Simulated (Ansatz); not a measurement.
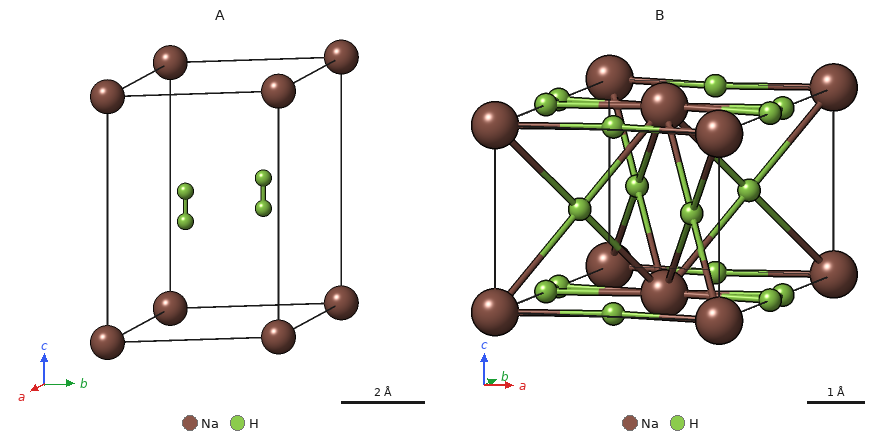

Two structures of NaH4, each relaxed to rest (conventional cells in solid outline, small ones repeated, not to one scale). Method: Ansatz, DFT PBE, scalar-relativistic, plane waves, PAW, without spin polarisation.

### What are A and B?

A: 5 atoms a cell on a primitive hexagonal lattice, P6/mmm. B: 10 atoms a cell on a base-centred orthorhombic lattice, Cmmm.

### Compare their energies: which is lower?

A is lower, by 290 meV/atom at this level of theory (energies at zero smearing). Volumes: A 18.9, B 9.3 Å³/atom.

One or both may be structure types tried for this composition rather than known phases.
